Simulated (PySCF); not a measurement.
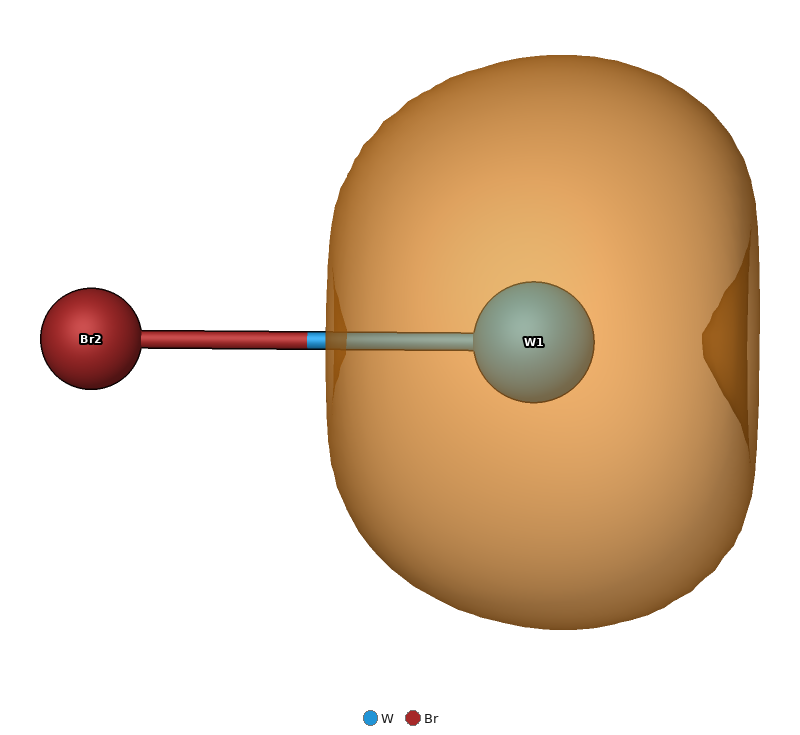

*WBr (sextet). Isosurfaces of the spin density at +0.08 (orange) and −0.08 e/Å³ (purple), seen from one side.*

Core potentials replace the inner electrons of W.

Theory: PBE0/def2-TZVPPD, non-relativistic Hamiltonian with scalar-relativistic core potentials where named, at a bond length of 2.432 Å (PySCF 2.14.0).

```xyz
2

W     0.0000    0.0000   -0.7301
Br    0.0000    0.0000    1.7019
```

Where is the unpaired spin?

Answer. The unpaired spin (5 electrons) lies mostly on W1 (about 4.9) and Br2 (about 0.1), in electrons by Hirshfeld's partition.
